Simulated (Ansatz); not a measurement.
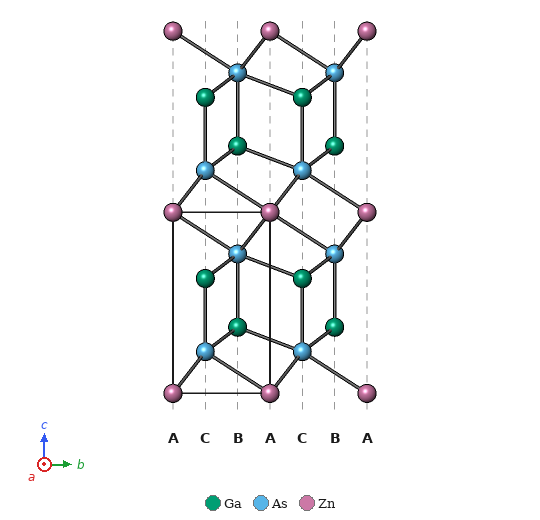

Projection along an edge of the hexagonal mesh, stacking direction c upwards. The dashed lines mark the three columns A (0, 0), B (1/3, 2/3) and C (2/3, 1/3). The sequence starts with the first layer at or above the cell's origin.

System ZnGa2As2 (space group P-3m1, No. 164); source of the atomic positions: coordinates from a relaxation with DFT, PAW plane waves, r2scan in Ansatz 0.2.0; the starting structure was generated, so it need not be a known form of this composition.

Give the sequence of layers in one repeat, with element and column.

Answer. Zn(A) – As(C) – Ga(B) – Ga(C) – As(B) (five layers in 6.74 Å).

How are the As layers alone stacked?

Answer. As layers alone: CB, the hexagonal close-packed type.

Which positions between or in the As layers do the other atoms fill?

Answer. Ga: two tetrahedral sites; Zn: one octahedral site (per hexagonal cell).

Heights of the layers:

| layer | atoms (column) | height (Å) | to next (Å) |
| --- | --- | --- | --- |
| 1 | Zn(A) | 0.00 | 1.55 |
| 2 | As(C) | 1.55 | 0.91 |
| 3 | Ga(B) | 2.46 | 1.81 |
| 4 | Ga(C) | 4.27 | 0.91 |
| 5 | As(B) | 5.19 | 1.55 |
